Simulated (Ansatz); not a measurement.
## Electronic structure of BH₅Si···NH₃ in real space

The calculation's input:

```
crystal:
  periodic: [false, false, false]
  atoms:
    - { symbol: B, position_ang: [0.0, 0.0, 0.0] }
    - { symbol: "N", position_ang: [0.0, 0.0, 1.9] }
    - { symbol: H, position_ang: [-0.877, -0.2713, 2.43] }
    - { symbol: H, position_ang: [0.877, 0.2713, 2.43] }
    - { symbol: H, position_ang: [1.0305, 0.0, -0.595] }
    - { symbol: H, position_ang: [-1.0305, 0.0, -0.595] }
    - { symbol: Si, position_ang: [-0.2814, 2.1166, 0.7095] }
    - { symbol: H, position_ang: [-1.6383, 2.5579, 0.4002] }
    - { symbol: H, position_ang: [-0.0669, 2.1796, 2.1523] }
    - { symbol: H, position_ang: [0.6781, 2.9876, 0.037] }
    - { symbol: H, position_ang: [-0.1504, 1.1313, 1.7779] }
basis:
  gaussian: { orbitals: "6-31G*" }
hamiltonian:
  xc: r2scanh
relax:
  f_tol: 0.15
  max_steps: 25
  restrain:
    - { distance: [0, 6], at: 1.95, k: 30.0 }
    - { distance: [10, 1], at: 1.06, k: 30.0 }
    - { distance: [0, 1], at: 2.75, k: 30.0 }
    - { distance: [10, 6], at: 2.66, k: 30.0 }
output:
  orbitals: {}
```

Launched as:

```sh
ansatz run input.yaml --threads 1 --pin off --max-ram 2048MiB --backend cpu --events-out ev --progress --plain --runs-dir out
```

The fields are those of the run's last geometry, not of the input's.

Not at a stationary point (largest force 1.0 eV/Å).

The calculation used RKS r2SCANh/6-31G* in Ansatz 0.2.0.

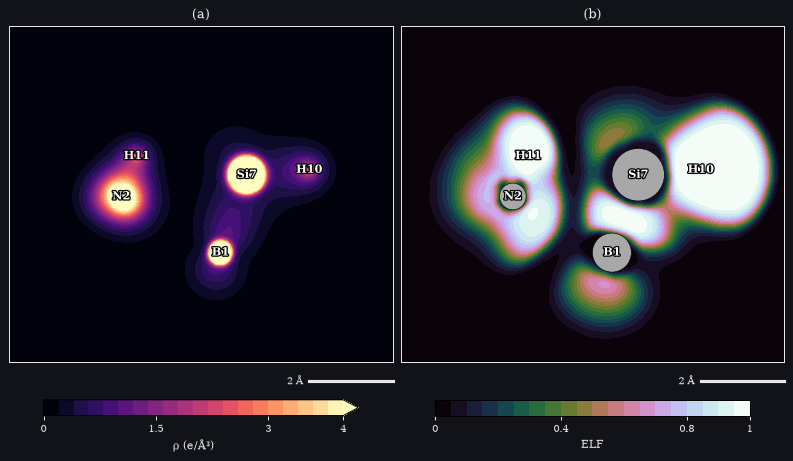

Figure 1. (a) electron density; (b) electron localisation function on the plane of atoms B1, Si7 and H10. Grey discs cover the atomic cores in the ELF map.

Describe what can be read from this map.

- The plane passes through B, N, Si and H nuclei.
- B1···N2 (2.73 Å): the density falls to about 0.11 e/Å³ on the way; the ELF is about 0.25 at the midpoint.
- Si–B (1.97 Å): ρ at the midpoint is about 0.85 e/Å³; the ELF peaks at about 1 between the atoms: localised, covalent bonding.
- N–H (1.03 Å): the density is about 2.7 e/Å³ at the midpoint; the ELF climbs to about 1 towards the hydrogen, as it does in any bond to H: an ordinary covalent bond to hydrogen.
- Si–H (1.50 Å): ρ is about 0.74 e/Å³ halfway; the ELF climbs to about 1 towards the hydrogen.

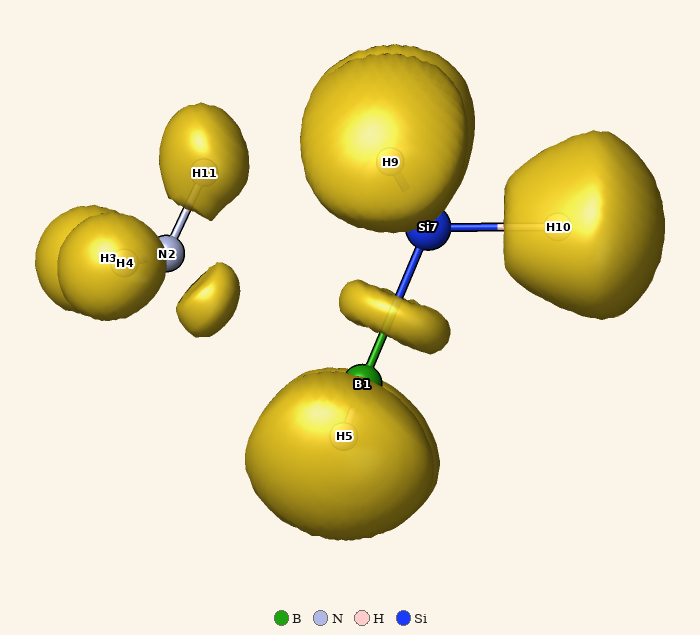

Figure 2. Isosurface of the ELF at 0.9 (yellow), seen across its widest extent. Only the valence region is drawn (cores and ρ < 0.01 e/Å³ removed).

Where are the electrons localised?

At this value the surface marks out one region between bonded B–Si atoms (shared pairs), eight regions around hydrogen nuclei and one lobe on N, pointing away from the bonds (lone pairs).

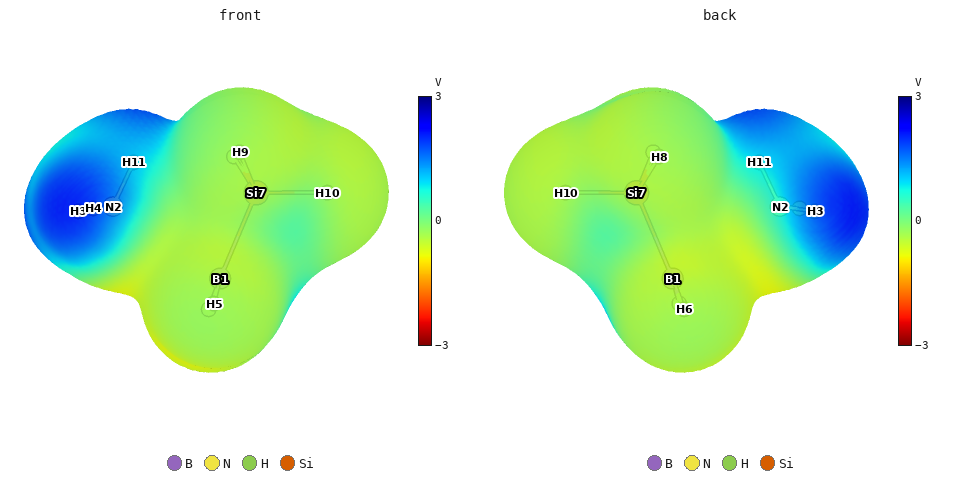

Figure 3. The electrostatic potential painted on the density surface at 0.002 e/bohr³, seen from the front and from behind; the colour scale runs from red (negative) to blue (positive).

Where is the surface potential most negative and most positive?

The most negative region (about −0.8 V) lies over the gap between the two molecules, near B1 and N2, the most positive (about +2.1 V) over H3 and H4.
